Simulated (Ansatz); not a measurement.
# Calculations on ZrH3SOCl3

### Relaxation

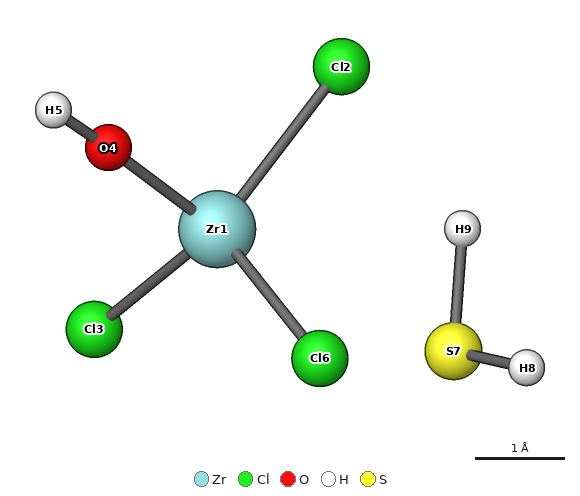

ZrH3SOCl3, before the relaxation. A ball-and-stick model, seen from a free direction.

The run prepares an end point of a later path (reaction) calculation, from a guessed geometry.

All numbers below come from RKS BLYP/def2-SVP in Ansatz.

Input
```yaml
crystal:
  periodic: [false, false, false]
  atoms:
    - { symbol: Zr, position_ang: [-0.122755, 0.029173, -0.116551] }
    - { symbol: Cl, position_ang: [-0.203809, 0.099966, 2.370955] }
    - { symbol: Cl, position_ang: [1.992965, 0.521294, -1.070941] }
    - { symbol: O, position_ang: [-1.21898, 1.49045, -0.635714] }
    - { symbol: H, position_ang: [-1.800975, 2.200995, -0.948333] }
    - { symbol: Cl, position_ang: [-1.194166, -1.85832, -1.082283] }
    - { symbol: S, position_ang: [1.861485, -2.777016, 1.373729] }
    - { symbol: H, position_ang: [0.779207, -3.601163, 1.27802] }
    - { symbol: H, position_ang: [1.257027, -2.018979, 2.364519] }
basis:
  gaussian: { orbitals: def2-SVP }
hamiltonian:
  xc: blyp
relax:
  f_tol: 0.03
  max_steps: 50
output:
  orbitals: {}
```

Launched with:
```bash
ansatz run input.yaml --threads 4 --pin off --max-ram 5120MiB --backend cpu --events-out ev --progress --plain --runs-dir out
```

What does the optimiser find from here?

After 17 accepted moves (21 points after the start) the energy has fallen by 0.174 eV. Largest force component: 0.93 eV/Å at the start, 0.0039 eV/Å at the end. The line search rejected the trial steps at points 5, 8, 12, 16 of the run. The forces were under the threshold at step 7, but the run went on from there. The largest move after the best rigid fit is that of H9, 0.95 Å. Largest moves by element: H 0.95 Å, S 0.65 Å, Cl 0.43 Å, Zr 0.21 Å, O 0.15 Å. Among the contacts that change: Zr1–S7 3.746 → 3.068 Å, Zr1–Cl2 2.490 → 2.398 Å, Zr1–Cl3 2.373 → 2.398 Å, Zr1–Cl6 2.376 → 2.398 Å. New bonds form, among them: Zr1–S7 (3.75 → 3.07 Å). Bond angles that change, for instance: Cl3–Zr1–Cl6 113.8° → 118.2°, Cl3–Zr1–O4 104.2° → 100.5°, O4–Zr1–Cl6 103.9° → 100.5°. Cost: 50 s on 4 threads of Arm Neoverse V1, on a shared host, peak memory 0.21 GiB.

History of the run:

```csv
step,"E − E(0), eV","largest force component, eV/Å",note
0,0.0000,0.9292,
1,-0.0556,0.6652,
2,-0.0923,0.8696,
3,-0.1348,0.3751,
4,-0.1433,0.1351,
5,-0.1423,0.6666,rejected
6,-0.1478,0.0534,
7,-0.1512,0.0283,
8,-0.1504,0.3371,rejected
9,-0.1535,0.0835,
10,-0.1553,0.1889,
11,-0.1573,0.2541,
12,-0.1488,0.4924,rejected
13,-0.1626,0.0561,
14,-0.1661,0.0363,
15,-0.1681,0.2582,
16,-0.1653,0.3079,rejected
17,-0.1708,0.1115,
18,-0.1726,0.0071,
19,-0.1728,0.1335,
20,-0.1731,0.0638,
21,-0.1735,0.0039,
```

The structure at the end:

```xyz
9

Zr   -0.1634   -0.1313    0.0174
Cl   -0.6321    0.0329    2.3631
Cl    2.0625    0.4587   -0.6521
O    -1.1359    1.3683   -0.6451
H    -1.6336    2.1277   -0.9861
Cl   -1.2615   -1.9144   -1.1517
S     1.4515   -2.5845    0.9050
H     0.5390   -3.2037    1.7086
H     2.1234   -2.0673    1.9741
```

The end point in the same view:

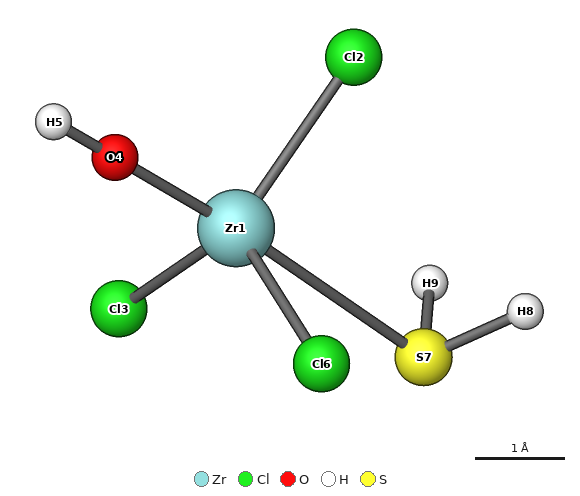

Limits of the set-up: the start holds two separate molecules, 2.6 Å apart at their closest, whose relative position is a soft coordinate and is computed without a dispersion correction.

### Relaxation

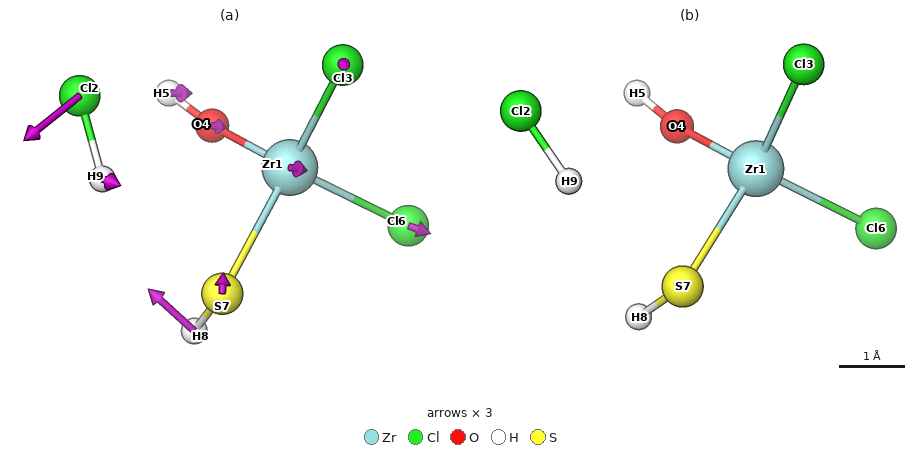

The structure of ZrH3SOCl3 before (left) and after (right) a relaxation, at one scale. The purple arrows give the displacements, 3 times their true length.

Style: ball-and-stick. Shown at a tilt.

The run prepares an end point of a later path (reaction) calculation, from a guessed geometry.

Level of theory: Ansatz 0.2.0, RKS BLYP/def2-SVP. Set-up: no spin polarisation; force threshold 0.03 eV/Å; at most 50 steps.

Question: Summarise the run.

Answer: Over 7 accepted moves (8 points after the start) the energy falls by 1.16 kcal/mol. The largest force component goes from 0.71 to 0.017 eV/Å. The line search rejected the trial step at point 3 of the run. Cl2 moves most after the best rigid fit: 0.42 Å. Largest moves by element: Cl 0.42 Å, H 0.33 Å, Zr 0.12 Å, S 0.11 Å, O 0.09 Å. Some distances before and after: Zr1–S7 2.540 → 2.506 Å, Cl2–H9 1.345 → 1.319 Å, Zr1–Cl3 2.371 → 2.367 Å. Bond angles that change, for instance: Cl6–Zr1–S7 106.0° → 108.7°, O4–Zr1–Cl6 105.1° → 107.6°, Zr1–O4–H5 164.7° → 167.1°.

Limits of the set-up: the start holds two separate molecules, 2.6 Å apart at their closest, whose relative position is a soft coordinate and is computed without a dispersion correction.

### Path

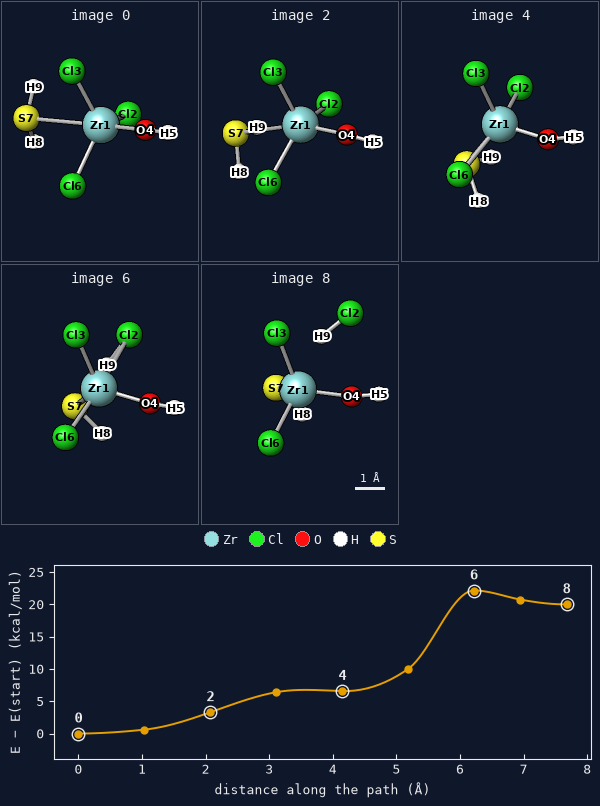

A search for the minimum-energy path of ZrH3SOCl3 by the nudged elastic band. Images are numbered from 0 (start) to 8 (end). A ball-and-stick model, seen from a free direction.

The calculation used RKS BLYP/def2-SVP in Ansatz 0.2.0. Settings: 7 movable images; climbing image; force threshold 0.05 eV/Å; iteration limit 60; starting path through a guess of the saddle point.

Q: Read off the barrier and say what moves.

A: The energy climbs by 22.2 kcal/mol to image 6 and then falls by 2.1 kcal/mol, so the end point sits at +20.0 kcal/mol. Breaking: S7–H9 (1.36 → 1.85 at the top → 2.45 Å), Zr1–Cl2 (2.40 → 2.89 at the top → 4.11 Å). Forming: Cl2–H9 (3.49 → 1.46 at the top → 1.32 Å). The band is converged. At the top, the vibrational analysis gives one imaginary mode (145i cm⁻¹), as a transition state must have.
